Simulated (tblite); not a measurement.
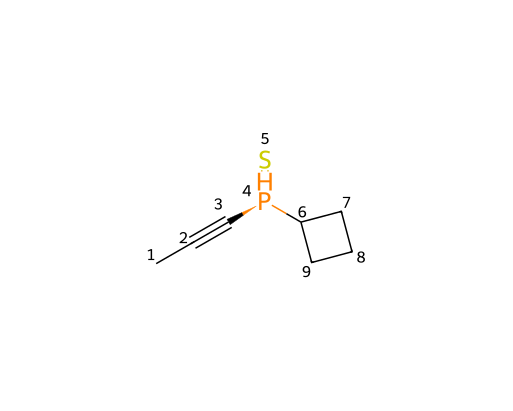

A structural formula, with wedges where it has stereocentres; small numbers name the atoms. The configuration is that of a computed structure (GFN2-xTB).

Assign CIP descriptors.

Answer. P4: S.
